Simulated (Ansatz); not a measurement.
Take NaI in the rock salt structure (space group Fm-3m, No. 225; a = 6.402 Å) as the base. Axes: x, y, z lie along the cube axes.

Perturbation: compressive biaxial strain of 1.00 % in the plane normal to [001], as in epitaxy on a mismatched substrate; the out-of-plane cell vector and the atoms relax.

Calculations: Ansatz (an electronic-structure program), PBEsol, PAW, cutoff 420 eV, spin-orbit coupling left out.

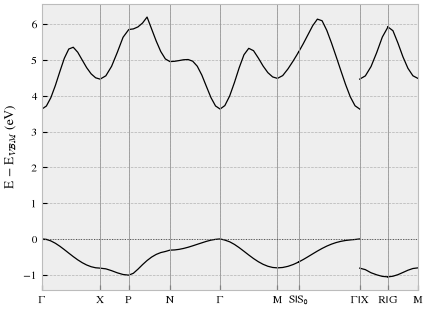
Highest valence and lowest conduction band along the path of the changed cell's own zone

The gap is 3.63 eV, direct at Γ; the base has 3.60 eV.

Spin-orbit coupling, missing from the scalar runs, can matter with I. Whether these cells are dynamically stable was not tested. Labels are those of the standard path for the cell's own space group.
